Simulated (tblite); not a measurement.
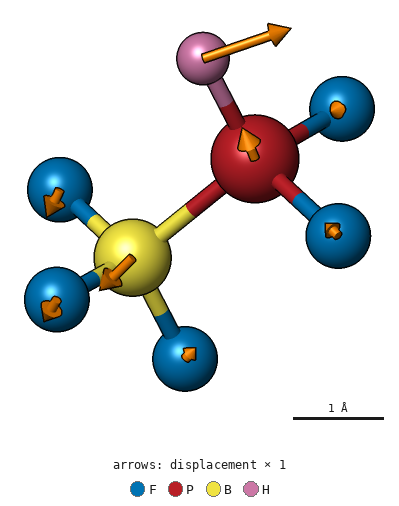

This is a relaxation of BPHF5. The starting structure is drawn; orange arrows show the displacements, at their true length. The two geometries are superimposed by the best rigid fit.

The picture is a ball-and-stick view, seen from a free direction.

Level of theory: tblite 0.8.0, GFN2-xTB geometry optimisation, gas phase. 

Q: Which element moves most?

A: Hydrogen: up to 1.08 Å, against 0.58 Å for boron.

Q: Describe the change and its energy.

A: The largest move after the best rigid fit is that of the H atom, 1.08 Å. By element the largest moves are H 1.08 Å, B 0.58 Å, P 0.44 Å, F 0.38 Å. Among the contacts that change: B–P 1.890 → 2.688 Å, B–F 1.458 → 1.307 Å, B–F 1.437 → 1.307 Å, F–P 1.678 → 1.607 Å. Bonds break, among them: B–P (1.89 → 2.69 Å). Bond angles that change, for instance: F–P–H 108.9° → 93.3°, F–P–F 109.5° → 95.2°, F–B–F 109.3° → 119.8°. Over 58 geometry steps the energy falls by 143.6 kJ/mol. The run took 0.24 s on 1 thread of Arm Neoverse V1, with other jobs on the host.
